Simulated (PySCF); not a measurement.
# C₃H₁₀OSi₃: NMR shifts, electronic excitations and K edges in gas and solvents, part 2 of 2

PySCF 2.14.0. Atoms count from 0.

### Step 7. TDDFT and polarisability: PBE0/def2-SVPD in chloroform

The job: settings as JSON, then the geometry in Å.

```
{"job": {"kind": "uv", "xc": "PBE0", "basis": "def2-SVPD", "solvent": "chloroform", "nstates": 6, "ntriplets": 0}, "charge": 0, "multiplicity": 1}
C      0.120344     2.728196    -0.423992
C     -0.089254     1.732923     0.246677
Si    -0.356189     0.173581     1.189925
O     -1.905796    -0.373066     0.937048
Si    -3.185102    -0.173328    -0.104964
Si     1.212322    -1.375130     0.395071
C      2.944179    -0.635368     0.452326
H      0.297153     3.613594    -1.009223
H     -0.194336     0.484209     2.640113
H     -3.883253     1.118882     0.163892
H     -2.714009    -0.187813    -1.523008
H     -4.131642    -1.303068     0.113498
H      0.828638    -1.716029    -1.012464
H      1.140072    -2.633167     1.205056
H      3.682080    -1.333057     0.027928
H      2.978591     0.300834    -0.125394
H      3.240609    -0.410885     1.488276
```

With the program's defaults for keys left out, this is: TDDFT PBE0/def2-SVPD, vertical, IEF-PCM chloroform (non-equilibrium linear response), core orbitals frozen in the response.

The program printed:

```text
coarse grid: 15416 points
cycle   1  E = -1062.7910454871  dE =  2.930e-01  |g| = 7.687e-01  |ddm| = 7.139e+00
cycle   2  E = -1062.5943605057  dE =  1.967e-01  |g| = 1.248e+00  |ddm| = 2.711e+00
cycle   3  E = -1062.9083060834  dE = -3.139e-01  |g| = 1.436e-01  |ddm| = 1.583e+00
cycle   4  E = -1062.9128578152  dE = -4.552e-03  |g| = 4.537e-02  |ddm| = 2.733e-01
cycle   5  E = -1062.9133477840  dE = -4.900e-04  |g| = 1.931e-02  |ddm| = 8.797e-02
cycle   6  E = -1062.9134367347  dE = -8.895e-05  |g| = 5.496e-03  |ddm| = 2.719e-02
cycle   7  E = -1062.9134443721  dE = -7.637e-06  |g| = 1.143e-03  |ddm| = 9.180e-03
final grid: 134336 points
cycle   8  E = -1063.0549972780  dE = -1.420e-05  |g| = 8.309e-03  |ddm| = 7.865e-02
cycle   9  E = -1063.0549775258  dE =  1.975e-05  |g| = 1.279e-02  |ddm| = 2.307e-02
cycle  10  E = -1063.0550124593  dE = -3.493e-05  |g| = 1.363e-03  |ddm| = 1.412e-02
cycle  11  E = -1063.0550128797  dE = -4.204e-07  |g| = 2.340e-04  |ddm| = 1.823e-03
cycle  12  E = -1063.0550128892  dE = -9.461e-09  |g| = 1.592e-04  |ddm| = 5.183e-04
cycle  13  E = -1063.0550128955  dE = -6.311e-09  |g| = 2.156e-05  |ddm| = 2.093e-04
cycle  14  E = -1063.0550128956  dE = -1.378e-10  |g| = 5.322e-06  |ddm| = 5.680e-05
converged SCF energy = -1063.0550128956

Static polarisability (au): isotropic 148.161, principal 128.873 151.685 163.924

Singlet excitations
state   eV       nm        f      main configurations
  1   5.2714    235.2   0.01260   H->L 0.92
  2   5.9745    207.5   0.03897   H->L+1 0.52, H-1->L 0.36
  3   6.1328    202.2   0.01437   H-2->L 0.58, H-1->L+1 0.20
  4   6.3625    194.9   0.01422   H-1->L+1 0.62, H-2->L 0.22
  5   6.6221    187.2   0.21630   H->L+1 0.38, H-1->L 0.25, H-2->L+1 0.19
  6   6.9091    179.5   0.03442   H->L+3 0.47, H->L+2 0.33
```

Run time: 44 s. Hardware: 1 thread of Arm Neoverse V1, shared host; peak memory 1 GiB.

This run: HOMO -7.50 eV, LUMO -0.87 eV; lowest singlet 5.27 eV.

### Step 8. Core excitations: BHandHLYP/def2-SVPD+aug-pcX-1+pcseg-1

The job, as its differences from that of step 7:

```diff
@@ -1,2 +1,2 @@
-{"job": {"kind": "uv", "xc": "PBE0", "basis": "def2-SVPD", "solvent": "chloroform", "nstates": 6, "ntriplets": 0}, "charge": 0, "multiplicity": 1}
+{"job": {"kind": "xas", "xc": "BHandHLYP", "basis": {"default": "aug-pcX-1", "H": "pcseg-1", "Si": "def2-SVPD"}}, "charge": 0, "multiplicity": 1}
 C      0.120344     2.728196    -0.423992
```

Level: core-valence-separated TDA BHandHLYP/aug-pcX-1 H:pcseg-1 Si:def2-SVPD, K edges, non-relativistic, gas phase.

The program printed:

```text
coarse grid: 15416 points
cycle   1  E = -1063.4372845946  dE =  3.127e-01  |g| = 7.450e-01  |ddm| = 4.591e+00
cycle   2  E = -1063.3970856442  dE =  4.020e-02  |g| = 9.165e-01  |ddm| = 1.617e+00
cycle   3  E = -1063.5476418266  dE = -1.506e-01  |g| = 9.234e-02  |ddm| = 8.382e-01
cycle   4  E = -1063.5492001318  dE = -1.558e-03  |g| = 4.070e-02  |ddm| = 1.422e-01
cycle   5  E = -1063.5496059419  dE = -4.058e-04  |g| = 1.298e-02  |ddm| = 6.160e-02
cycle   6  E = -1063.5496443619  dE = -3.842e-05  |g| = 3.945e-03  |ddm| = 1.271e-02
cycle   7  E = -1063.5496481576  dE = -3.796e-06  |g| = 6.360e-04  |ddm| = 5.247e-03
final grid: 134336 points
cycle   8  E = -1063.6509038948  dE = -5.241e-05  |g| = 2.587e-03  |ddm| = 3.183e-02
cycle   9  E = -1063.6509039979  dE = -1.031e-07  |g| = 2.161e-03  |ddm| = 4.754e-03
cycle  10  E = -1063.6509050793  dE = -1.081e-06  |g| = 5.631e-04  |ddm| = 2.209e-03
cycle  11  E = -1063.6509051313  dE = -5.194e-08  |g| = 3.065e-04  |ddm| = 7.023e-04
cycle  12  E = -1063.6509051543  dE = -2.298e-08  |g| = 3.510e-05  |ddm| = 2.733e-04
cycle  13  E = -1063.6509051546  dE = -3.347e-10  |g| = 1.428e-05  |ddm| = 5.004e-05
converged SCF energy = -1063.6509051546

C K edge
   eV          f      from atoms
  282.745   0.05108   C1
  282.846   0.05353   C1
  282.966   0.05127   C0
  283.258   0.05368   C0
  284.841   0.00205   C6
  285.621   0.02003   C6
  285.969   0.03216   C6
  285.995   0.01441   C1
  286.074   0.03090   C6
  286.082   0.01270   C0
  286.221   0.00073   C6
  286.227   0.00114   C1
  286.539   0.00811   C1
  286.590   0.01117   C6
  286.691   0.00135   C6
  286.847   0.00590   C6

O K edge
   eV          f      from atoms
  531.845   0.00478   O3
  533.281   0.02523   O3
  533.568   0.00523   O3
  533.840   0.01622   O3
  534.083   0.00128   O3
  534.272   0.00965   O3
  534.383   0.00433   O3
  534.937   0.00175   O3
```

Run time: 26 s. Hardware: 1 thread of Arm Neoverse V1, shared host; peak memory 1 GiB.

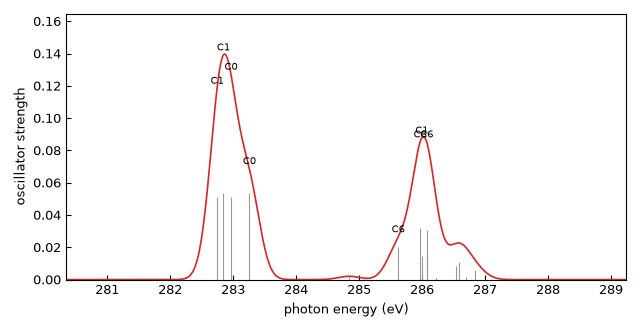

The C K edge. Lines are broadened to a width of 0.40 eV (Gaussian).

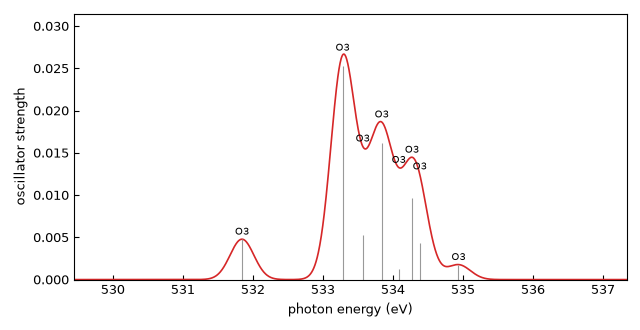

The O K edge. Lines are broadened to a width of 0.40 eV (Gaussian).

### Step 9. Run by run: NMR shifts

Shifts (ppm) of some atoms, chosen among heavy atoms and hydrogens apart, with basis size and wall time:

```tsv
run	C0	H12	H7	Si2	Si4	Si5	O3	functions	time
PBE0/pcSseg-1 in acetonitrile	112.2	3.74	3.26	-29.4	-36.2	-70.7	12.2	190	33 s
PBE0/pcSseg-1 in chloroform	110.9	3.77	3.12	-29.6	-36.4	-71.0	10.1	190	31 s
```

The continuum's effect on the ground state:

```tsv
solvent	ε	polarisation energy (Eh)	μ (D)
chloroform	4.71	-0.0039	1.81
acetonitrile	35.69	-0.0056	1.91
```

### Step 10. Comparing the runs: electronic excitations

Excitations and ground-state properties, with basis size and wall time:

```tsv
run	lowest singlet (eV)	brightest (eV)	f	gap (eV)	α (Å³)	μ (D)	functions	time
PBE0/def2-SVPD	5.27	6.65	0.147	6.63	17.76	1.54	235	46 s
PBE0/def2-SVPD in acetonitrile	5.28	6.64	0.196	6.63	24.01	1.97	235	48 s
PBE0/def2-SVPD in chloroform	5.27	6.62	0.216	6.63	21.96	1.85	235	44 s
```

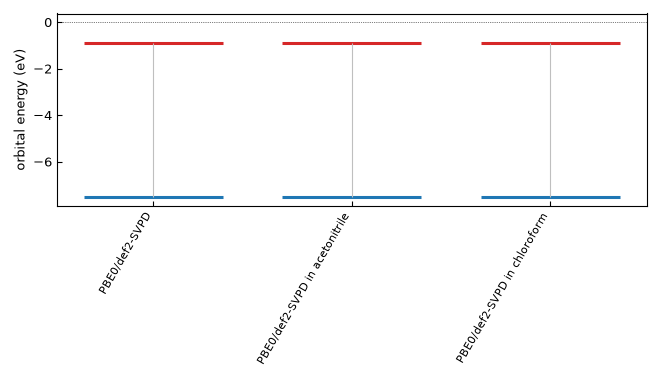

HOMO (blue) and LUMO (red) run by run.

The continuum's effect on the ground state:

```tsv
solvent	ε	polarisation energy (Eh)	μ (D)
chloroform	4.71	-0.0036	1.85
acetonitrile	35.69	-0.0052	1.97
```

### Step 11. Results

What follows sums up all 2 parts.

```
                                                                            quantity                                                  value
                                                                         point group                                                     C1
                                                rotational constants (main isotopes)                                   1.95, 0.84, 0.66 GHz
                                13C shifts against TMS (PBE0/pcSseg-1, acetonitrile)                                 112.2, 88.7, -11.6 ppm
1H shifts against TMS (PBE0/pcSseg-1, acetonitrile, means over atoms taken as alike)                 5.37, 4.95, 3.76, 3.74, 3.26, 0.31 ppm
                               29Si shifts against TMS (PBE0/pcSseg-1, acetonitrile)                                -29.4, -36.2, -70.7 ppm
                                17O shifts against H2O (PBE0/pcSseg-1, acetonitrile)                                               12.2 ppm
                                                     lowest singlet (PBE0/def2-SVPD)                            5.27 eV (235 nm), f = 0.008
                                            brightest single state of those computed                            state 5, 6.65 eV, f = 0.147
                                                                            C K edge  first line 282.75 eV, strongest 283.26 eV (f = 0.054)
                                                                            O K edge  first line 531.85 eV, strongest 533.28 eV (f = 0.025)
                                                            range of the shift of O3                                       10.1 to 12.2 ppm
                                                         range of the lowest singlet                                        5.27 to 5.28 eV
```

What this shows: Over 11 steps the energy fell by 0.389 eV; of the close pairs, Si2–O3 changed most, 1.579 to 1.663 Å. At PBE0/pcSseg-1: The largest span, 294 ppm, is at C1, where the paramagnetic term is -168 ppm. The lowest singlet, at 5.27 eV, is HOMO→LUMO 0.91 and is weak; of the 6 states computed, the strongest absorption comes from state 5 at 6.65 eV. At the C edge the strongest single line lifts a 1s electron of C0 into several orbitals, led by LUMO+2 (weight 0.65), 0.5 eV above the first line. At the O edge the strongest single line lifts a 1s electron of O3 into several orbitals, led by LUMO+6 (weight 0.36), 1.4 eV above the first line. Absolute edge energies from this method are off by several eV; spacings are better. Across the 2 runs the shift of O3 moves most, between 10.1 (PBE0/pcSseg-1 in chloroform) and 12.2 ppm (PBE0/pcSseg-1 in acetonitrile). Most of that comes from the computed reference, not from the atom's own shielding. The continuum holds electrostatics alone: no hydrogen bonds to the solvent, and the gas-phase geometry is kept.
